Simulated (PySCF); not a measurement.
# A workflow on C3H3F (SMILES CC#CF)

We compute a geometry optimisation (HF/6-31+G*), then vibrational wavenumbers, then a single-point energy (DF-CCSD(T)/SBKJC), then ionisation energies (EOM-CCSD/6-311G*) of C3H3F. Input form: a Python script.

The calculation is run with PySCF 2.14.0.

## Step 1: The molecule

C3H3F: 7 atoms, total charge 0, spin state singlet. As SMILES, `CC#CF`. Geometry: a rough force-field guess. The run starts from this shape.

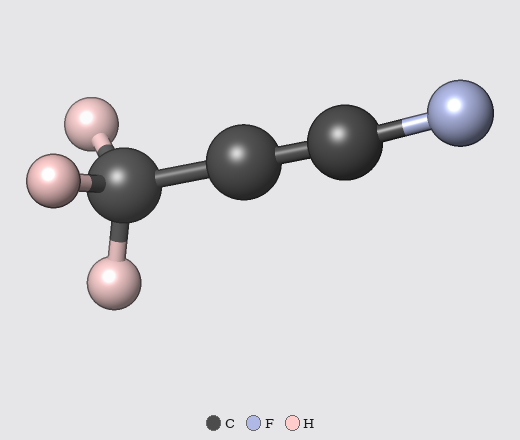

Viewed from a chosen angle; carbon dark grey, fluorine light blue, hydrogen pink.

## Step 2: A structure relaxation at HF/6-31+G(d) (density fitting, spherical functions) (run 1)

Contents of job.py:

```python
# CC#CF
from pyscf import gto
from pyscf.geomopt.geometric_solver import kernel as optimise

mol = gto.Mole()
mol.atom = [
    ('C', (0.002600, 0.940100, -0.059900)),
    ('C', (0.006600, -0.475100, 0.027800)),
    ('C', (0.023800, -1.667200, 0.097300)),
    ('F', (0.182300, -2.996400, 0.199800)),
    ('H', (-0.138500, 1.292900, -1.133000)),
    ('H', (-0.903400, 1.396500, 0.479700)),
    ('H', (0.887900, 1.441100, 0.342600)),
]
mol.charge = 0
mol.basis = '6-31+g*'
mol.max_memory = 1860
mol.verbose = 3
mol.build()

hf = mol.RHF()
hf = hf.density_fit()
converged, mol_eq = optimise(hf, maxsteps=100, convergence_set='GAU_TIGHT')
print('converged:', converged)
print(mol_eq.tostring())

hf.reset(mol_eq)
mol = mol_eq
hf.kernel()
e_tot = hf.e_tot
print('E(%s) = %.9f' % ('HF', e_tot))
```

Command:

```sh
OMP_NUM_THREADS=1 python job.py
```

What it wrote:

```text
convergence_set           GAU_TIGHT
[... 52 lines left out ...]
WARN: Mole.unit (angstrom) is changed to Bohr
[... 26 lines left out ...]
converged SCF energy = -214.694053054751
[... 74 lines left out ...]
converged SCF energy = -214.694490490671
[... 74 lines left out ...]
converged SCF energy = -214.694493809428
[... 63 lines left out ...]
Converged! =D
[... 1 line left out ...]
converged: True
C          -0.03241762        0.97427046       -0.07409885
C           0.02897183       -0.49216719        0.02660317
C           0.07818744       -1.66843525        0.10737605
F           0.13135584       -2.94007848        0.19469311
H          -0.12879206        1.28011691       -1.10896339
H          -0.88320645        1.35740569        0.47648434
H           0.86720101        1.42078786        0.33220556
converged SCF energy = -214.694493812525
E(HF) = -214.694493813
```

Wall time 20 s (1 thread of Intel Xeon at 2.50GHz (Skylake/Cascade Lake), shared host); peak memory 0.21 GiB.

The path in brief:

| step | energy from the first frame kept (eV) | largest force (eV/Å) |
| --- | --- | --- |
| 0 | 0.0000 | 4.4482 |
| 1 | -0.3330 | 0.8655 |
| 2 | -0.3436 | 0.2525 |
| 3 | -0.3447 | 0.0797 |
| 4 | -0.3449 | 0.0364 |
| 5 | -0.3450 | 0.0172 |
| 6 | -0.3450 | 0.0047 |
| 7 | -0.3450 | 0.0019 |
| 8 | -0.3450 | 0.0004 |
| 9 | -0.3450 | 0.0003 |

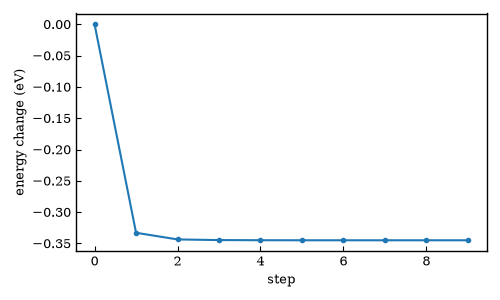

Energy along the run.

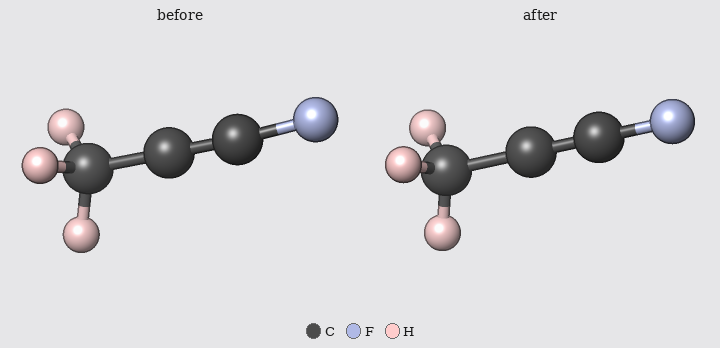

Before and after, at one scale.

After the run. Bond lengths: C1–C2 1.471 Å, C2–C3 1.180 Å, C3–F4 1.276 Å, C1–H5 1.083 Å, C1–H6 1.083 Å, C1–H7 1.083 Å. Angles: C1–C2–C3 180.0°, C2–C3–F4 180.0°, C2–C1–H5 110.5°, C2–C1–H6 110.5°, C2–C1–H7 110.5°, H5–C1–H6 108.4°, H5–C1–H7 108.4°, H6–C1–H7 108.4°.

## Step 3: Vibrational wavenumbers at HF/6-31+G(d) (density fitting, spherical functions) (run 2)

Contents of calc.py:

```python
# CC#CF
import numpy
from pyscf import gto, symm
from pyscf.hessian import thermo

mol = gto.M(
    atom=[
    ('C', (-0.088355, 2.111393, -0.144988)),
    ('C', (-0.026965, 0.644956, -0.044286)),
    ('C', (0.022250, -0.531312, 0.036487)),
    ('F', (0.075419, -1.802955, 0.123804)),
    ('H', (-0.184700, 2.417248, -1.179849)),
    ('H', (-0.939114, 2.494555, 0.405597)),
    ('H', (0.811295, 2.557882, 0.261321)),
],
    max_memory=1860,
    charge=0,
    spin=0,
    basis='6-31+g*',
    verbose=3,
)

mf = mol.RHF()
mf = mf.density_fit()
mf.kernel()

etot = mf.e_tot
print(f'total energy: {etot:.8f} hartree')
hess = mf.Hessian().kernel()
modes = thermo.harmonic_analysis(mol, hess)
print('frequencies (1/cm)', numpy.round(modes['freq_wavenumber'], 1))
symm.geom.TOLERANCE = 1e-3  # for the symmetry number
th = thermo.thermo(mf, modes['freq_au'], 298.15, 101325)
thermo.dump_thermo(mol, th)
```

Command:

```sh
OMP_NUM_THREADS=1 python calc.py
```

What it wrote:

```text
converged SCF energy = -214.694493812072
total energy: -214.69449381 hartree
frequencies (1/cm) [ 258.   258.   539.8  539.8  788.9 1168.1 1168.2 1355.2 1566.3 1624.7
 1624.7 2644.4 3217.1 3284.7 3284.8]
temperature 298.1500 [K]
pressure 101325.00 [Pa]
Rotational constants [GHz] 162.32038 3.48744 3.48744
Symmetry number 3
Zero-point energy (ZPE) 0.05313 [Eh]   139500.405 [J/mol]
                           tot       elec      trans        rot        vib
Entropy [J/mol/K]       265.120      0.000    159.398     85.483     20.239
Cv [J/mol/K]             55.171      0.000     12.472     12.472     30.228
Cp [J/mol/K]             63.486      0.000     20.786     12.472     30.228
Internal energy [J/mol]                      3718.434   3718.434 143390.059
Internal energy [Eh]   -214.63705  -214.69449
Enthalpy [J/mol]                             6197.391   3718.434 143390.059
Enthalpy [Eh]          -214.63610
Gibbs free energy [J/mol]                  -41327.217 -21768.360 137355.890
Gibbs free energy [Eh] -214.66621
```

It took 32 s on 1 thread of Intel Xeon at 2.50GHz (Skylake/Cascade Lake), shared host; peak memory 0.53 GiB.

## Step 4: The energy at DF-CCSD(T)/SBKJC (core potential) (run 3)

Contents of run.py:

```python
from pyscf import gto, scf, cc

system = gto.Mole()
system.atom = [
    ('C', (-0.032418, 0.974270, -0.074099)),
    ('C', (0.028972, -0.492167, 0.026603)),
    ('C', (0.078187, -1.668435, 0.107376)),
    ('F', (0.131356, -2.940078, 0.194693)),
    ('H', (-0.128792, 1.280117, -1.108963)),
    ('H', (-0.883206, 1.357406, 0.476484)),
    ('H', (0.867201, 1.420788, 0.332206)),
]
system.max_memory = 1860
system.charge = 0
system.ecp = {'C': 'sbkjc', 'F': 'sbkjc'}
system.spin = 0
system.basis = 'sbkjc'
system.verbose = 4
system.build()

calc0 = scf.RHF(system)
calc0.kernel()

mycc = cc.CCSD(calc0).density_fit()
mycc.kernel()
e_t = mycc.ccsd_t()
e_final = mycc.e_tot + e_t
print('E(%s) = %.9f' % ('DF-CCSD(T)', e_final))
calc0.analyze()
```

Command:

```sh
OMP_NUM_THREADS=1 python run.py
```

What it wrote:

```text
PySCF version 2.14.0

[... 94 lines left out ...]
Init t2, MP2 energy = -42.1866906575352  E_corr(MP2) -0.321088038903258
[... 25 lines left out ...]
MO #2   energy= -1.08819017634494  occ= 2
[... 8 lines left out ...]
MO #11  energy= -0.399288042402107 occ= 2
[... 8 lines left out ...]
MO #20  energy= 0.445238262270034  occ= 0
[... 8 lines left out ...]
MO #29  energy= 1.11790378383819   occ= 0
[... 8 lines left out ...]
MO #38  energy= 4.95014507361924   occ= 0
[... 48 lines left out ...]
Dipole moment(X, Y, Z, Debye): -0.09365,  2.23748, -0.15365
```

Run time: 6.3 s. Hardware: 1 thread of Intel Xeon at 2.50GHz (Skylake/Cascade Lake), shared host; peak memory 0.14 GiB.

## Step 5: Ionisation energies at EOM-CCSD/6-311G(d) (Cartesian functions, root kind ip) (run 4)

Contents of input.py:

```python
import numpy
from pyscf import gto, cc

mol = gto.M(
    atom='''
C   -0.032418   0.974270  -0.074099
C    0.028972  -0.492167   0.026603
C    0.078187  -1.668435   0.107376
F    0.131356  -2.940078   0.194693
H   -0.128792   1.280117  -1.108963
H   -0.883206   1.357406   0.476484
H    0.867201   1.420788   0.332206
''',
    basis='6-311g*',
    verbose=4,
    cart=True,
    charge=0,
    max_memory=1860,
)

calc0 = mol.RHF()
calc0.kernel()

mycc = cc.CCSD(calc0)
mycc.kernel()
e_tot = mycc.e_tot
print(f'total energy: {e_tot:.8f} hartree')

e, vec = mycc.ipccsd(nroots=4)
roots = numpy.atleast_1d(e) * 27.211386
print('EOM-IP-CCSD roots (eV)')
for i, w in enumerate(roots, 1):
    print('%3d %10.4f' % (i, w))
```

Command:

```sh
OMP_NUM_THREADS=1 python input.py
```

What it wrote:

```text
PySCF version 2.14.0

[... 62 lines left out ...]
converged SCF energy = -214.74393969136
[... 11 lines left out ...]
Init t2, MP2 energy = -215.427215411094  E_corr(MP2) -0.683275719733996
[... 12 lines left out ...]
CCSD converged
[... 1 line left out ...]
total energy: -215.45020157 hartree
[... 1 line left out ...]
******** <class 'pyscf.cc.eom_rccsd.EOMIP'> ********
max_space = 20
max_cycle = 50
conv_tol = 1e-07
partition = None
EOM-CCSD root 0 E = 0.385537640437998  qpwt = 0.968927  conv = True
EOM-CCSD root 1 E = 0.3855377482329475  qpwt = 0.968927  conv = True
EOM-CCSD root 2 E = 0.5555268880983382  qpwt = 0.954874  conv = True
EOM-CCSD root 3 E = 0.5555271958242493  qpwt = 0.954874  conv = True
EOM-IP-CCSD roots (eV)
  1    10.4910
  2    10.4910
  3    15.1167
  4    15.1167
```

Wall time 45 s (1 thread of Intel Xeon at 2.50GHz (Skylake/Cascade Lake), shared host); peak memory 0.55 GiB.

## Step 6: What came out

| quantity | value |
| --- | --- |
| run 1, HF/6-31+G*: total energy at the end | -214.69449 Eh |
| run 1, HF/6-31+G*: dipole moment | 1.67 D |
| run 1, HF/6-31+G*: HOMO energy | -10.78 eV |
| run 1, HF/6-31+G*: LUMO energy | 2.03 eV |
| run 1, HF/6-31+G*: HOMO–LUMO gap | 12.81 eV |
| run 2, HF/6-31+G*: lowest harmonic wavenumber | 258 cm⁻¹ |
| run 2, HF/6-31+G*: highest harmonic wavenumber | 3285 cm⁻¹ |
| run 2, HF/6-31+G*: zero-point energy | 139.5 kJ/mol |
| run 2, HF/6-31+G*: ideal-gas entropy at 298.15 K (symmetry number 3 as used) | 63.4 cal/(mol K) |
| run 3, DF-CCSD(T)/SBKJC: total energy | -42.22279 Eh |
| run 3, DF-CCSD(T)/SBKJC: dipole moment (Hartree–Fock density) | 2.24 D |
| run 3, DF-CCSD(T)/SBKJC: HOMO energy (Hartree–Fock orbitals) | -10.87 eV |
| run 3, DF-CCSD(T)/SBKJC: LUMO energy (Hartree–Fock orbitals) | 5.83 eV |
| run 3, DF-CCSD(T)/SBKJC: HOMO–LUMO gap (Hartree–Fock orbitals) | 16.69 eV |
| run 3, DF-CCSD(T)/SBKJC: correlation energy | -357.2 mEh |
| run 3, DF-CCSD(T)/SBKJC: (T) correction | -8.87 mEh |
| run 3, DF-CCSD(T)/SBKJC: T1 diagnostic | 0.011 |
| run 4, EOM-CCSD/6-311G*: ground-state or mean-field energy | -215.45020 Eh |
| run 4, EOM-CCSD/6-311G*: dipole moment (Hartree–Fock density) | 1.60 D |
| run 4, EOM-CCSD/6-311G*: HOMO energy (Hartree–Fock orbitals) | -10.75 eV |
| run 4, EOM-CCSD/6-311G*: LUMO energy (Hartree–Fock orbitals) | 4.23 eV |
| run 4, EOM-CCSD/6-311G*: HOMO–LUMO gap (Hartree–Fock orbitals) | 14.98 eV |
| run 4, EOM-CCSD/6-311G*: correlation energy | -706.3 mEh |
| run 4, EOM-CCSD/6-311G*: T1 diagnostic | 0.011 |
| run 4, EOM-CCSD/6-311G*: first ionisation energy | 10.49 eV |

What this shows: The optimisation (run 1, HF/6-31+G*) took 9 steps and changed the energy by -0.345 eV. Mulliken charges (run 1, HF/6-31+G*) run from -0.93 on C1 to +0.70 on C2; in a basis this large or diffuse they mean little. All 15 modes (run 2, HF/6-31+G*) are real, so the shape is a minimum at this level. Mulliken charges (run 3, DF-CCSD(T)/SBKJC) of the mean-field density run from -1.47 on C3 to +0.93 on C2; they depend strongly on the basis. The triples (run 3, DF-CCSD(T)/SBKJC) make up 2.5 % of the correlation energy.
